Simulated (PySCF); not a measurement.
# ZrOCl2: structure of the singlet

Aim: relax ZrOCl2 as a singlet from a trigonal planar start, check by its vibrations whether the end is a minimum, and collect its spectrum and constants.

Computed with PySCF 2.14.0. Level: PBE0, basis Zr def2-TZVP with ECP28, O def2-TZVP, Cl def2-TZVP, scalar-relativistic core potentials, no spin–orbit coupling, density fitting.

### 1 Starting geometry

4 atoms, charge 0, spin multiplicity 1.

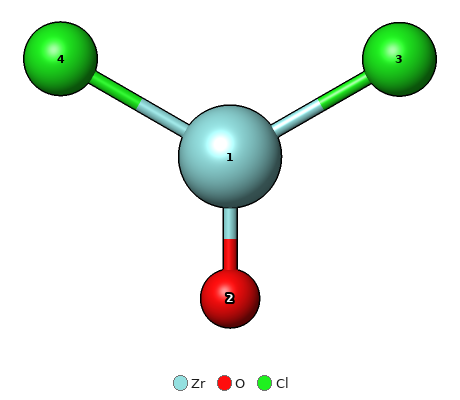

Start geometry, drawn with zirconium light teal, oxygen red, chlorine green; atoms are numbered from 1 in the order of the file.

Z-matrix (Å, degrees; charge 0 multiplicity 1):
```
Zr
O  1 1.8400
Cl 1 2.5300 2 120.00
Cl 1 2.5300 2 120.00 3 180.00
```

### 2 The SCF at the typed geometry

One driver script runs all steps and calls PySCF; scf.py shows how it sets up the SCF of each step. The optimiser is the driver's own. After this first run the driver tries any further starts and a stability analysis.

The input, scf.py:

```python
from pyscf import gto, scf, dft
mol = gto.M(atom='''
Zr     0.335760    -0.000010     0.000000
O      2.175770    -0.000010     0.000000
Cl    -0.929230     2.191040     0.000000
Cl    -0.929210    -2.191020     0.000000''',
    basis={'Zr': 'def2-TZVP', 'O': 'def2-TZVP', 'Cl': 'def2-TZVP'},
    ecp={'Zr': 'def2-TZVP'},
    charge=0, spin=0)
mf = dft.RKS(mol, xc='PBE0')
mf.grids.atom_grid = (50, 194)
aux = {'Zr': 'def2-universal-JKFIT', 'O': 'def2-universal-JKFIT', 'Cl': 'def2-universal-JKFIT'}
mf = mf.density_fit(auxbasis=aux)
mf.conv_tol = 1e-08
mf.diis_space = 10
mf.max_cycle = 60
mf.init_guess = 'minao'
mf.verbose = 4
mf.kernel()
```

The run is started by

```sh
> OMP_NUM_THREADS=4 python axn.py task.json out
```

The runs that follow: Relaxation: trigonal planar start, singlet; Frequencies; Following the imaginary mode; Hessian and properties.

**Question.** What will these runs give? Wanted: minimum; geometry; wavenumbers; dipole moment; highest occupied, lowest empty level; polar-tensor charge of Zr1; zero-point energy; atomisation energy.

**Answer**, as computed:

| quantity | value |
| --- | --- |
| minimum | singlet, Cs |
| geometry | Zr–Cl 2.374 Å (×2), Zr–O 1.723 Å; Cl–Zr–Cl 123.1°, Cl–Zr–O 112.8° (×2) |
| wavenumbers (cm⁻¹) | 61 (a'), 115 (a'), 200 (a''), 369 (a'), 423 (a''), 995 (a') |
| dipole moment | 3.35 D |
| highest occupied, lowest empty level | -9.05, -3.47 eV |
| polar-tensor charge of Zr1 | +2.24 e |
| zero-point energy | 12.9 kJ/mol |
| entropy at 298.15 K | 340.0 J/(mol K) |
| atomisation energy (no zero-point energy) | 1707 kJ/mol |

From C2v at the start the molecule goes to a Cs minimum, after a stop at a saddle point 1.6 kJ/mol higher, from which it was pushed off along an imaginary mode. The strongest infrared band lies at 995 cm⁻¹ (a', stretch). Other starts or spin states, not run here, may lie lower.
